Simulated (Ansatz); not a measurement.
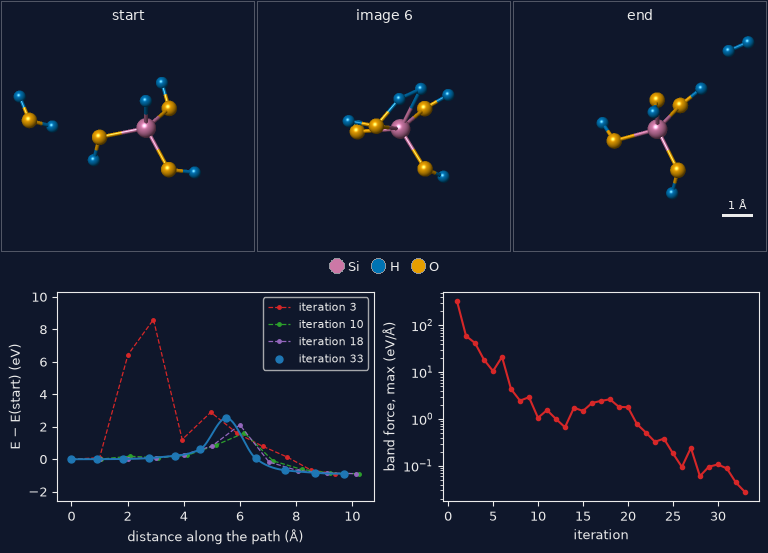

A nudged-elastic-band calculation for SiH₆O₄. Images are numbered from 0 (start) to 10 (end). The plot follows the band through its iterations. The picture is a ball-and-stick view, seen at a tilt.

Theory: RHF/6-31G* (Ansatz 0.2.0). Set-up: 9 movable images; climbing image; force threshold 0.03 eV/Å; iteration limit 60; starting path through a guess of the saddle point.

Q: Judge this run.

A: The result is final at these settings. The band converged in 33 iterations. The largest component of the band force went from 330 to 0.028 eV/Å. The climbing image converged on the top of the path. Its vibrational analysis gives one imaginary mode (1968i cm⁻¹), as a transition state must have. The first iteration put the highest image at 49.29 eV. The energy climbs by 2.54 eV to image 6 and then falls by 3.43 eV, so the end point sits at −0.89 eV.

Limits of the set-up: Hartree-Fock leaves out electron correlation.

The run took 5.5 min on 1 thread of Intel(R) Xeon(R) 6975P-C (Granite Rapids), on a shared host, peak memory 0.2 GiB.
